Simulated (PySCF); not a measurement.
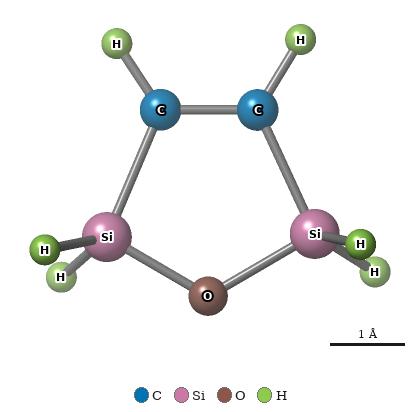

The starting structure (ball-and-stick view, seen at a tilt).

Geometry relaxation of C2H6OSi2

- system: C2H6OSi2, SMILES C1=C[SiH2]O[SiH2]1
- method: PBE0-D3(BJ)/def2-SVP geometry optimisation, gas phase (PySCF 2.14.0)

**The program's output**
```
step   0  E = -733.36458283  max force = 0.051418
step   1  E = -733.37312760  max force = 0.013090
step   2  E = -733.37414434  max force = 0.006129
step   3  E = -733.37429159  max force = 0.002306
step   4  E = -733.37430653  max force = 0.000462
step   5  E = -733.37430868  max force = 0.000165
optimisation converged
```

**Trajectory as extended XYZ (Å, eV, eV/Å), 6 frames, from step=0 to step=5**
```
11
Properties=species:S:1:pos:R:3:forces:R:3 step=0 energy=-19955.86676
C    -0.8158    0.9579    0.2760   -2.6440   0.6050   0.5903
C     0.4195    1.2432   -0.0765    2.0284   0.1574  -0.5814
Si    1.4284   -0.3043   -0.4323    1.1682   1.1367   0.2780
O     0.2902   -1.3899   -0.1346   -1.6394  -2.1584   0.2465
Si   -1.2351   -0.8706    0.3027    1.2000   0.3081   0.4114
H    -1.5485    1.7735    0.5000    0.4370  -0.4444  -0.0599
H     0.8111    2.2583   -0.1429   -0.1042   0.3249   0.0240
H     1.8667   -0.4510   -1.8226    0.4138   0.1526  -0.4615
H     2.5126   -0.5450    0.5608    0.3374   0.2200  -0.1619
H    -2.1780   -1.3027   -0.7011   -0.8307  -0.2315  -0.4854
H    -1.5131   -1.3953    1.6547   -0.3665  -0.0703   0.1999
11
Properties=species:S:1:pos:R:3:forces:R:3 step=1 energy=-19956.09927
C    -1.3354    1.1058    0.1471    0.4254  -0.0815  -0.0535
C    -0.0631    1.3902   -0.2205   -0.2867  -0.1074   0.0850
Si    0.9756   -0.1401   -0.5602   -0.1907  -0.2238  -0.0496
O    -0.1984   -1.3358   -0.2497    0.6731   0.3949  -0.1065
Si   -1.6918   -0.7423    0.1989   -0.5470   0.1768  -0.0030
H    -2.0392    1.9062    0.3957   -0.0995   0.0564  -0.0104
H     0.2832    2.4293   -0.2890    0.0398  -0.0083  -0.0080
H     1.4989   -0.2141   -1.9621   -0.1797  -0.0618   0.0481
H     2.1826   -0.2420    0.3194   -0.1827  -0.1050   0.0961
H    -2.7731   -1.1397   -0.7625    0.1724  -0.0068   0.0016
H    -2.1420   -1.2069    1.5469    0.1755  -0.0334   0.0003
11
Properties=species:S:1:pos:R:3:forces:R:3 step=2 energy=-19956.12694
C    -1.3327    1.1151    0.1458    0.0590   0.0347   0.0186
C    -0.0642    1.3983   -0.2193   -0.0377   0.0213   0.0192
Si    0.9697   -0.1310   -0.5614   -0.1361  -0.2912   0.0083
O    -0.1936   -1.3162   -0.2490    0.3152   0.2060  -0.0604
Si   -1.6942   -0.7291    0.1973   -0.1894  -0.0222  -0.0040
H    -2.0426    1.9164    0.3887   -0.0080  -0.0110  -0.0199
H     0.2887    2.4354   -0.2870   -0.0007   0.0019  -0.0054
H     1.4665   -0.2327   -1.9651   -0.0477   0.0247  -0.0168
H     2.1488   -0.2748    0.3415   -0.0324   0.0015   0.0523
H    -2.7473   -1.1517   -0.7745    0.0264   0.0200  -0.0093
H    -2.1021   -1.2188    1.5472    0.0515   0.0142   0.0173
11
Properties=species:S:1:pos:R:3:forces:R:3 step=3 energy=-19956.13095
C    -1.3307    1.1176    0.1450   -0.0163   0.0113   0.0135
C    -0.0622    1.3981   -0.2185    0.0299   0.0222  -0.0003
Si    0.9675   -0.1361   -0.5615   -0.0430  -0.1186   0.0197
O    -0.1911   -1.3124   -0.2500    0.0620   0.0571  -0.0208
Si   -1.6962   -0.7265    0.1960   -0.0322  -0.0156   0.0066
H    -2.0423    1.9190    0.3824   -0.0016  -0.0051  -0.0093
H     0.2933    2.4342   -0.2874   -0.0069   0.0028  -0.0045
H     1.4529   -0.2318   -1.9689    0.0025   0.0212  -0.0097
H     2.1356   -0.2858    0.3547    0.0047   0.0137   0.0040
H    -2.7439   -1.1494   -0.7786   -0.0063   0.0051  -0.0043
H    -2.0860   -1.2161    1.5508    0.0072   0.0061   0.0048
11
Properties=species:S:1:pos:R:3:forces:R:3 step=4 energy=-19956.13135
C    -1.3291    1.1183    0.1441   -0.0095   0.0065   0.0054
C    -0.0596    1.3967   -0.2182    0.0141  -0.0005   0.0022
Si    0.9668   -0.1412   -0.5607   -0.0111  -0.0238   0.0100
O    -0.1931   -1.3129   -0.2509    0.0050   0.0090  -0.0085
Si   -1.6983   -0.7254    0.1964    0.0018   0.0023   0.0022
H    -2.0408    1.9205    0.3784   -0.0011  -0.0010  -0.0052
H     0.2968    2.4325   -0.2887   -0.0046   0.0003  -0.0033
H     1.4515   -0.2291   -1.9692    0.0062   0.0046  -0.0007
H     2.1338   -0.2893    0.3575    0.0047   0.0019  -0.0043
H    -2.7473   -1.1463   -0.7778   -0.0049  -0.0001   0.0015
H    -2.0837   -1.2131    1.5531   -0.0006   0.0008   0.0005
11
Properties=species:S:1:pos:R:3:forces:R:3 step=5 energy=-19956.13141
C    -1.3284    1.1198    0.1435    0.0022  -0.0065   0.0008
C    -0.0578    1.3952   -0.2180    0.0024   0.0026   0.0036
Si    0.9667   -0.1447   -0.5600   -0.0022   0.0079   0.0031
O    -0.1955   -1.3134   -0.2519   -0.0085  -0.0047  -0.0024
Si   -1.6998   -0.7236    0.1969    0.0028   0.0050  -0.0004
H    -2.0395    1.9230    0.3754    0.0012   0.0007  -0.0036
H     0.2994    2.4306   -0.2898    0.0006   0.0010  -0.0029
H     1.4525   -0.2292   -1.9685    0.0032  -0.0018   0.0017
H     2.1338   -0.2935    0.3579    0.0012  -0.0026  -0.0026
H    -2.7506   -1.1434   -0.7759   -0.0020  -0.0011   0.0025
H    -2.0838   -1.2102    1.5544   -0.0008  -0.0005   0.0002
```

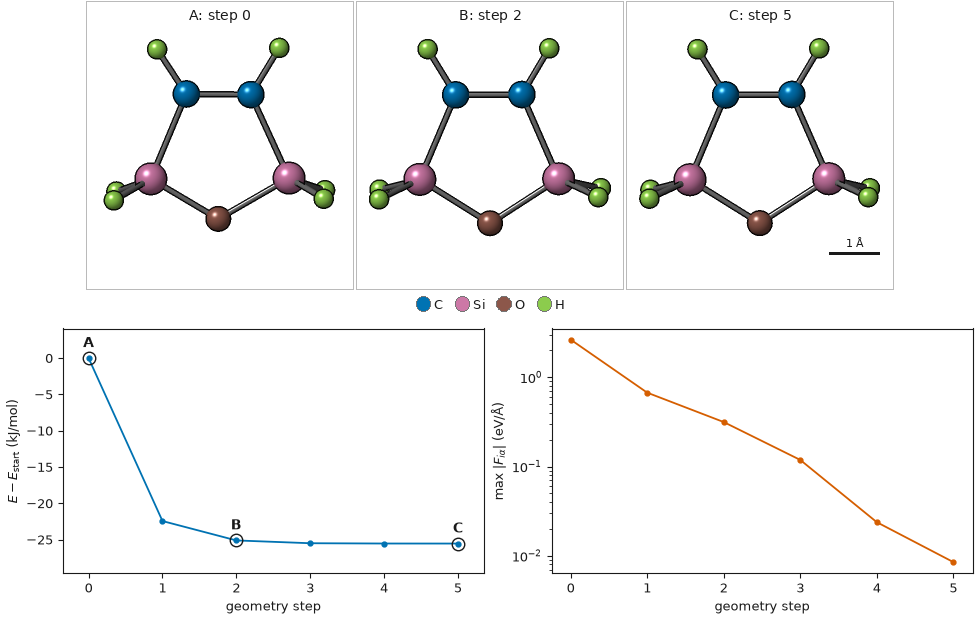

Frames of the relaxation (ball-and-stick view, seen at a tilt) above the curves, on which the letters mark them (steps are counted from 0).

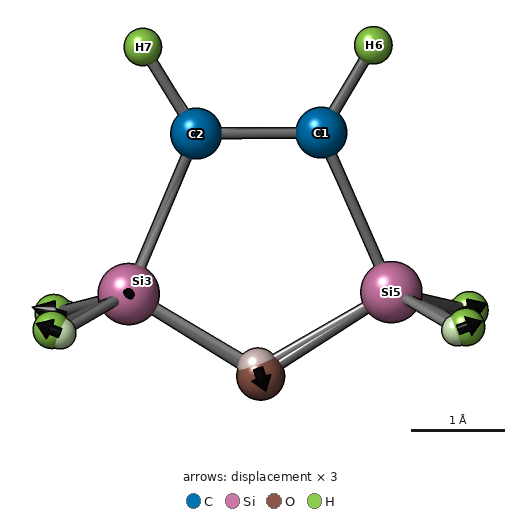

Start (faint) and end (solid) with the displacements as black arrows, magnified 3 times (ball-and-stick view, seen at a tilt). The two geometries are laid on each other by the best rigid fit. Over 5 geometry steps the energy falls by 25.5 kJ/mol. Largest force component: 2.6 eV/Å at the start, 0.0085 eV/Å at the end. The atom that moves furthest after the best rigid fit is H9 (0.13 Å). By element the largest moves are H 0.13 Å, O 0.09 Å, Si 0.03 Å, C 0.03 Å. Among the contacts that change: Si3–O4 1.601 → 1.677 Å, Si5–H10 1.443 → 1.492 Å, C1–C2 1.316 → 1.349 Å, Si3–H8 1.465 → 1.492 Å. Among the angles that change: H10–Si5–H11 114.0° → 108.7°, H8–Si3–H9 113.5° → 108.7°, O4–Si3–H9 106.5° → 111.1°. (Atoms are counted from 1 in the order of the input.)

This output came from the following input.

**Input**
```
{"job": {"xc": "PBE0", "basis": "def2-SVP", "d3": "d3bj", "grid": 1, "shake": 0.01, "kind": "geom"}, "charge": 0, "multiplicity": 1}
C     -0.815770     0.957930     0.275990
C      0.419540     1.243210    -0.076480
Si     1.428440    -0.304320    -0.432260
O      0.290150    -1.389930    -0.134600
Si    -1.235110    -0.870560     0.302700
H     -1.548510     1.773540     0.500040
H      0.811140     2.258260    -0.142920
H      1.866680    -0.450980    -1.822590
H      2.512570    -0.545040     0.560810
H     -2.177970    -1.302660    -0.701100
H     -1.513050    -1.395290     1.654740
```

The first line tells a small driver script what to run in PySCF; the rest is the geometry in Å.

Launch command:
```bash
OMP_NUM_THREADS=1 python <driver script> task.json out
```

**Summary**

- outcome: converged
- total energy: −733.374309 hartree
- dipole moment: 1.65 D
- point group: C2v
- hardware: 1 CPU thread, shared host
- wall time: 25 s
- peak memory: 0.45 GiB
